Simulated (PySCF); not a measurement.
System: IBr (charge +1, doublet).

```json
{"atom": "I", "x (Å)": "0.0000", "y (Å)": "0.0000", "z (Å)": "-0.9241"}
{"atom": "Br", "x (Å)": "0.0000", "y (Å)": "0.0000", "z (Å)": "1.4859"}
```

Core potentials replace the inner electrons of I.

Method: PBE0/def2-SVP, non-relativistic Hamiltonian with scalar-relativistic core potentials where named, at a bond length of 2.410 Å (PySCF).

What will maps of the electron density, electron localisation function and spin density show?

Answer. I–Br (2.41 Å): the density is about 0.66 e/Å³ at the midpoint; the ELF peaks at about 0.70 between the atoms.
The unpaired spin (1 electron) lies mostly on I1 (about 0.6) and Br2 (about 0.4), in electrons by Hirshfeld's partition.

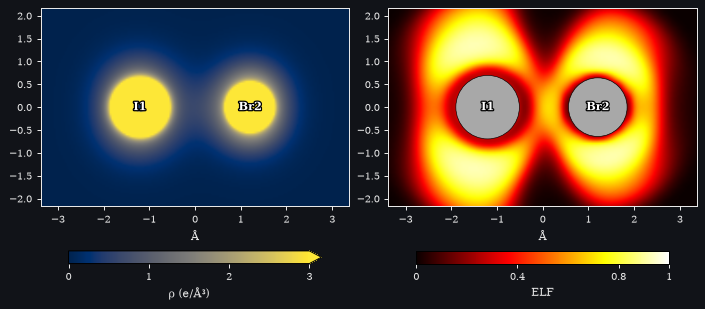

Computed electron density and electron localisation function on a plane that holds the molecular axis, in this order. Grey discs cover the atomic cores in the ELF map. 
